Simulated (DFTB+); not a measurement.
C2H4BrFSi: geometry relaxation (part 3 of 3)

The same run, continued: C2H4BrFSi; GFN1-xTB, R-SCC, dispersion built in (DFTB+ 25.1). The geometry comes from this level: GFN2-xTB.

Geometry of the input (Å):
```
F  -0.1153  -1.2355  -1.6835
C  0.2043  -0.1384  -0.9269
C  0.7297  -0.4625  0.4858
Si -0.9359  0.4042  0.4780
Br -0.8908  2.5739  0.9074
H  0.7917  0.5425  -1.5365
H  0.7740  -1.5203  0.7054
H  1.6412  0.0417  0.7780
H  -2.1988  -0.2057  0.7923
```

## File detailed.out, continued
```
Fermi level:                        -0.3153448984 H           -8.5810 eV
Band energy:                       -16.5318732313 H         -449.8552 eV
TS:                                  0.0000000000 H            0.0000 eV
Band free energy (E-TS):           -16.5318732313 H         -449.8552 eV
Extrapolated E(0K):                -16.5318732313 H         -449.8552 eV
Input / Output electrons (q):     30.0000000000     30.0000000000

Energy H0:                         -17.3949245818 H         -473.3400 eV
Energy SCC:                          0.0212317409 H            0.5777 eV
Total Electronic energy:           -17.3736928409 H         -472.7622 eV
Repulsive energy:                    0.1177799077 H            3.2050 eV
Halogen correction energy:           0.0000000000 H            0.0000 eV
Total energy:                      -17.2591261484 H         -469.6447 eV
Extrapolated to 0:                 -17.2591261484 H         -469.6447 eV
Total Mermin free energy:          -17.2591261484 H         -469.6447 eV
Force related energy:              -17.2591261484 H         -469.6447 eV

Non-constrained calculation

SCC converged

Full geometry written in geo_end.{xyz|gen}

Total Forces
    1     -0.000335531526      0.000133439128     -0.000105038793
    2     -0.000131261834      0.000181146114      0.000852685298
    3      0.000146214998     -0.000169017565     -0.000171597581
    4     -0.000083206995      0.000344903399     -0.000496306349
    5     -0.000125532406      0.000046308868     -0.000183682233
    6     -0.000400331610      0.000011987862      0.000149732490
    7     -0.000057041490     -0.000206949759      0.000160103029
    8      0.000148215460     -0.000103976717      0.000160597818
    9      0.000838475403     -0.000237841329     -0.000366493679

Maximal derivative component:        0.852685E-03 au

Dipole moment:   -0.14876646    0.26984903    0.57209685 au
Dipole moment:   -0.37812665    0.68588788    1.45412525 Debye

Geometry converged
```

## Trajectory as extended XYZ (Å, eV, eV/Å), 22 frames, from step=0 to step=21
```
9
Properties=species:S:1:pos:R:3 step=0 energy=-469.50357
F    -0.1153   -1.2355   -1.6835
C     0.2043   -0.1384   -0.9269
C     0.7297   -0.4625    0.4858
Si   -0.9359    0.4042    0.4780
Br   -0.8908    2.5739    0.9074
H     0.7917    0.5425   -1.5365
H     0.7740   -1.5203    0.7054
H     1.6412    0.0417    0.7780
H    -2.1988   -0.2057    0.7923
9
Properties=species:S:1:pos:R:3 step=1 energy=-469.55073
F    -0.1122   -1.2408   -1.6857
C     0.1904   -0.1310   -0.9325
C     0.7271   -0.4635    0.4982
Si   -0.9340    0.4041    0.4752
Br   -0.8917    2.5777    0.9091
H     0.7960    0.5422   -1.5379
H     0.7770   -1.5234    0.7041
H     1.6451    0.0408    0.7772
H    -2.1976   -0.2063    0.7923
9
Properties=species:S:1:pos:R:3 step=2 energy=-469.60859
F    -0.1015   -1.2530   -1.6901
C     0.1536   -0.1147   -0.9467
C     0.7160   -0.4620    0.5275
Si   -0.9313    0.4074    0.4702
Br   -0.8947    2.5876    0.9138
H     0.8081    0.5398   -1.5412
H     0.7869   -1.5340    0.7000
H     1.6561    0.0368    0.7744
H    -2.1932   -0.2080    0.7921
9
Properties=species:S:1:pos:R:3 step=3 energy=-469.61495
F    -0.0969   -1.2546   -1.6901
C     0.1460   -0.1126   -0.9518
C     0.7121   -0.4608    0.5333
Si   -0.9331    0.4114    0.4713
Br   -0.8962    2.5902    0.9155
H     0.8104    0.5370   -1.5408
H     0.7907   -1.5360    0.6979
H     1.6580    0.0339    0.7728
H    -2.1910   -0.2085    0.7919
9
Properties=species:S:1:pos:R:3 step=4 energy=-469.62164
F    -0.0890   -1.2560   -1.6893
C     0.1382   -0.1117   -0.9568
C     0.7056   -0.4590    0.5380
Si   -0.9366    0.4193    0.4739
Br   -0.8992    2.5948    0.9185
H     0.8128    0.5310   -1.5392
H     0.7966   -1.5369    0.6938
H     1.6590    0.0278    0.7694
H    -2.1875   -0.2093    0.7917
9
Properties=species:S:1:pos:R:3 step=5 energy=-469.62675
F    -0.0814   -1.2571   -1.6885
C     0.1342   -0.1123   -0.9573
C     0.6998   -0.4575    0.5382
Si   -0.9394    0.4270    0.4763
Br   -0.9026    2.6001    0.9219
H     0.8143    0.5246   -1.5370
H     0.8016   -1.5356    0.6893
H     1.6580    0.0212    0.7654
H    -2.1846   -0.2103    0.7917
9
Properties=species:S:1:pos:R:3 step=6 energy=-469.63243
F    -0.0716   -1.2590   -1.6873
C     0.1322   -0.1144   -0.9535
C     0.6929   -0.4561    0.5346
Si   -0.9421    0.4368    0.4788
Br   -0.9078    2.6086    0.9270
H     0.8156    0.5159   -1.5336
H     0.8071   -1.5320    0.6826
H     1.6549    0.0120    0.7593
H    -2.1813   -0.2118    0.7921
9
Properties=species:S:1:pos:R:3 step=7 energy=-469.63498
F    -0.0670   -1.2608   -1.6867
C     0.1338   -0.1163   -0.9484
C     0.6906   -0.4560    0.5302
Si   -0.9426    0.4411    0.4791
Br   -0.9112    2.6143    0.9304
H     0.8162    0.5119   -1.5313
H     0.8083   -1.5291    0.6787
H     1.6522    0.0076    0.7553
H    -2.1802   -0.2126    0.7927
9
Properties=species:S:1:pos:R:3 step=8 energy=-469.63607
F    -0.0660   -1.2625   -1.6862
C     0.1358   -0.1174   -0.9456
C     0.6909   -0.4565    0.5280
Si   -0.9419    0.4420    0.4782
Br   -0.9133    2.6172    0.9322
H     0.8166    0.5113   -1.5301
H     0.8069   -1.5283    0.6769
H     1.6513    0.0070    0.7532
H    -2.1803   -0.2128    0.7933
9
Properties=species:S:1:pos:R:3 step=9 energy=-469.63709
F    -0.0654   -1.2649   -1.6854
C     0.1378   -0.1186   -0.9441
C     0.6919   -0.4572    0.5270
Si   -0.9410    0.4429    0.4768
Br   -0.9160    2.6201    0.9344
H     0.8176    0.5116   -1.5287
H     0.8043   -1.5288    0.6750
H     1.6513    0.0075    0.7508
H    -2.1804   -0.2127    0.7943
9
Properties=species:S:1:pos:R:3 step=10 energy=-469.63842
F    -0.0640   -1.2688   -1.6835
C     0.1398   -0.1205   -0.9437
C     0.6930   -0.4580    0.5267
Si   -0.9398    0.4452    0.4749
Br   -0.9209    2.6242    0.9381
H     0.8198    0.5120   -1.5265
H     0.7997   -1.5306    0.6717
H     1.6523    0.0086    0.7464
H    -2.1800   -0.2121    0.7958
9
Properties=species:S:1:pos:R:3 step=11 energy=-469.63956
F    -0.0618   -1.2729   -1.6809
C     0.1411   -0.1224   -0.9448
C     0.6934   -0.4583    0.5272
Si   -0.9389    0.4487    0.4733
Br   -0.9269    2.6278    0.9423
H     0.8226    0.5119   -1.5240
H     0.7949   -1.5331    0.6682
H     1.6543    0.0093    0.7414
H    -2.1785   -0.2111    0.7974
9
Properties=species:S:1:pos:R:3 step=12 energy=-469.64029
F    -0.0596   -1.2754   -1.6788
C     0.1412   -0.1236   -0.9464
C     0.6929   -0.4581    0.5279
Si   -0.9386    0.4520    0.4726
Br   -0.9319    2.6291    0.9453
H     0.8249    0.5112   -1.5224
H     0.7913   -1.5349    0.6658
H     1.6562    0.0093    0.7376
H    -2.1764   -0.2097    0.7984
9
Properties=species:S:1:pos:R:3 step=13 energy=-469.64083
F    -0.0580   -1.2765   -1.6771
C     0.1409   -0.1239   -0.9475
C     0.6924   -0.4575    0.5281
Si   -0.9384    0.4542    0.4723
Br   -0.9357    2.6286    0.9473
H     0.8266    0.5102   -1.5217
H     0.7886   -1.5356    0.6646
H     1.6577    0.0085    0.7350
H    -2.1741   -0.2081    0.7990
9
Properties=species:S:1:pos:R:3 step=14 energy=-469.64139
F    -0.0565   -1.2772   -1.6753
C     0.1407   -0.1237   -0.9482
C     0.6919   -0.4565    0.5277
Si   -0.9376    0.4557    0.4720
Br   -0.9402    2.6269    0.9492
H     0.8283    0.5089   -1.5215
H     0.7853   -1.5355    0.6642
H     1.6593    0.0071    0.7323
H    -2.1711   -0.2058    0.7996
9
Properties=species:S:1:pos:R:3 step=15 energy=-469.64198
F    -0.0552   -1.2777   -1.6736
C     0.1409   -0.1230   -0.9483
C     0.6920   -0.4554    0.5267
Si   -0.9362    0.4564    0.4714
Br   -0.9456    2.6248    0.9513
H     0.8302    0.5072   -1.5218
H     0.7808   -1.5344    0.6643
H     1.6609    0.0049    0.7295
H    -2.1677   -0.2029    0.8004
9
Properties=species:S:1:pos:R:3 step=16 energy=-469.64245
F    -0.0546   -1.2780   -1.6723
C     0.1417   -0.1221   -0.9480
C     0.6926   -0.4544    0.5255
Si   -0.9344    0.4562    0.4705
Br   -0.9507    2.6235    0.9534
H     0.8318    0.5058   -1.5225
H     0.7763   -1.5328    0.6650
H     1.6624    0.0025    0.7272
H    -2.1652   -0.2006    0.8013
9
Properties=species:S:1:pos:R:3 step=17 energy=-469.64280
F    -0.0544   -1.2783   -1.6718
C     0.1426   -0.1215   -0.9479
C     0.6936   -0.4537    0.5247
Si   -0.9328    0.4556    0.4698
Br   -0.9547    2.6233    0.9551
H     0.8331    0.5048   -1.5236
H     0.7729   -1.5312    0.6659
H     1.6637    0.0002    0.7258
H    -2.1640   -0.1993    0.8021
9
Properties=species:S:1:pos:R:3 step=18 energy=-469.64316
F    -0.0545   -1.2785   -1.6717
C     0.1438   -0.1210   -0.9483
C     0.6948   -0.4529    0.5241
Si   -0.9313    0.4554    0.4692
Br   -0.9591    2.6241    0.9571
H     0.8344    0.5038   -1.5253
H     0.7696   -1.5295    0.6673
H     1.6658   -0.0027    0.7246
H    -2.1635   -0.1987    0.8030
9
Properties=species:S:1:pos:R:3 step=19 energy=-469.64369
F    -0.0547   -1.2787   -1.6720
C     0.1455   -0.1205   -0.9495
C     0.6964   -0.4515    0.5235
Si   -0.9296    0.4560    0.4688
Br   -0.9658    2.6257    0.9601
H     0.8366    0.5023   -1.5284
H     0.7650   -1.5275    0.6698
H     1.6697   -0.0075    0.7232
H    -2.1630   -0.1983    0.8045
9
Properties=species:S:1:pos:R:3 step=20 energy=-469.64426
F    -0.0550   -1.2788   -1.6727
C     0.1475   -0.1201   -0.9514
C     0.6982   -0.4495    0.5229
Si   -0.9283    0.4580    0.4687
Br   -0.9743    2.6278    0.9638
H     0.8393    0.5003   -1.5325
H     0.7596   -1.5255    0.6731
H     1.6754   -0.0138    0.7219
H    -2.1624   -0.1984    0.8063
9
Properties=species:S:1:pos:R:3 step=21 energy=-469.64475
F    -0.0554   -1.2786   -1.6736
C     0.1486   -0.1203   -0.9532
C     0.6990   -0.4477    0.5228
Si   -0.9288    0.4619    0.4691
Br   -0.9808    2.6290    0.9663
H     0.8413    0.4988   -1.5360
H     0.7562   -1.5253    0.6760
H     1.6813   -0.0188    0.7214
H    -2.1613   -0.1991    0.8072
```

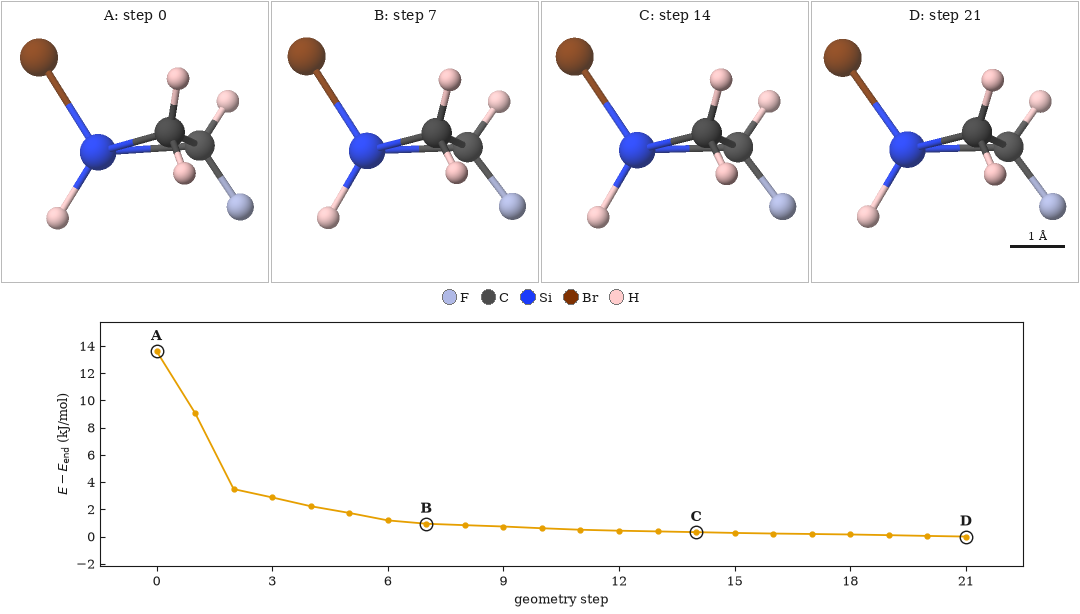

Figure 1. Frames of the relaxation (ball-and-stick view, seen at a tilt) above the curves, on which the letters mark them (steps are counted from 0).

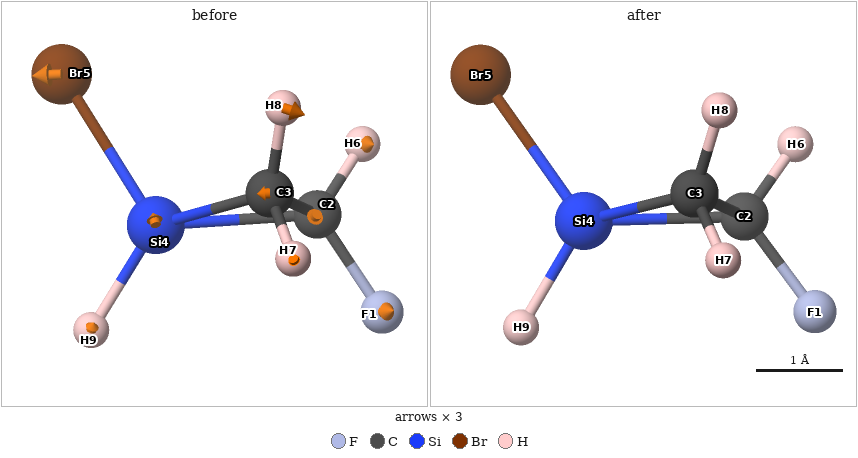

Figure 2. Before (left) and after (right) the relaxation, at one scale (ball-and-stick view, seen at a tilt). The orange arrows give the displacements, magnified 3 times. Over 21 geometry steps the energy falls by 13.6 kJ/mol. Br5 moves most after the best rigid fit: 0.12 Å. By element the largest moves are Br 0.12 Å, H 0.09 Å, F 0.07 Å, C 0.06 Å, Si 0.06 Å. Among the contacts that change: C2–C3 1.542 → 1.609 Å, C3–Si4 1.878 → 1.865 Å, C2–Si4 1.889 → 1.877 Å, Si4–Br5 2.212 → 2.224 Å. Among the angles that change: F1–C2–Si4 120.0° → 124.8°, C3–C2–H6 117.5° → 112.7°, Si4–C3–H8 122.2° → 126.8°. (Atoms are counted from 1 in the order of the input.)

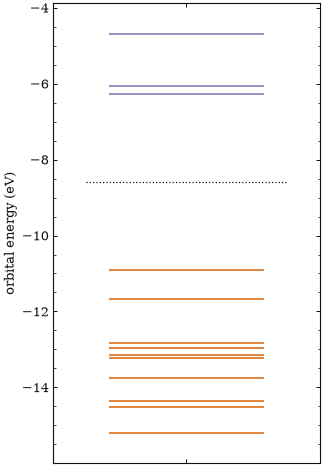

Figure 3. Orbital energies near the frontier; the dotted line parts filled from empty levels, and levels within 0.02 eV of each other stand side by side. Highest filled −10.90 eV, lowest empty −6.26 eV, 4.64 eV apart.

## Key numbers

- outcome: converged
- Mermin free energy: −17.259126 hartree
- basis functions: 38
- largest force: 0.049 eV/Å
- HOMO: −10.90 eV
- LUMO: −6.26 eV
- dipole moment: 1.65 D
- peak memory: 0.072 GiB

## Remarks

Settings chosen away from the usual ones: optimiser.
